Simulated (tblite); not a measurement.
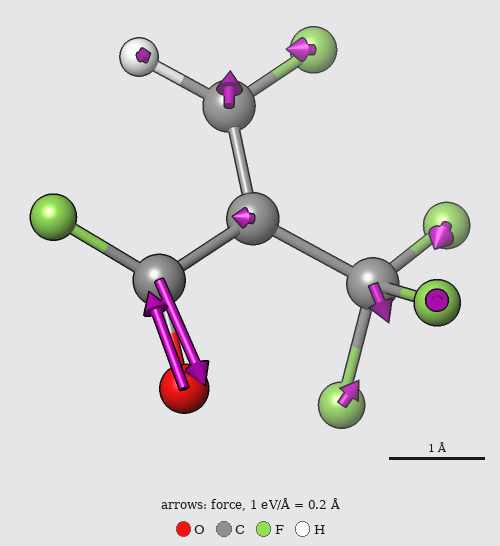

Starting geometry of C4HF5O with the computed forces as purple arrows. Style: ball-and-stick. Shown at a tilt.

These are results of tblite 0.8.0, GFN2-xTB geometry optimisation, gas phase, not measurements. 

**Is this structure relaxed? If not, where do the atoms go?**

It isn't relaxed: the largest force vector, on a C atom, is 6.42 eV/Å. The final displacements follow the starting forces only in part (cosine between the two patterns 0.52). The energy falls by 0.792 eV in 29 geometry steps. The atom that moves furthest after the best rigid fit is an F atom (0.17 Å). Largest moves by element: F 0.17 Å, O 0.11 Å, C 0.08 Å, H 0.04 Å. Near-neighbour distances that change, for instance: C–O 1.273 → 1.176 Å, C–F 1.394 → 1.336 Å, C–C 1.468 → 1.517 Å, C–F 1.350 → 1.309 Å. Bond angles that change, for instance: O–C–C 119.5° → 129.0°, F–C–C 117.2° → 110.7°, F–C–H 118.8° → 112.9°.
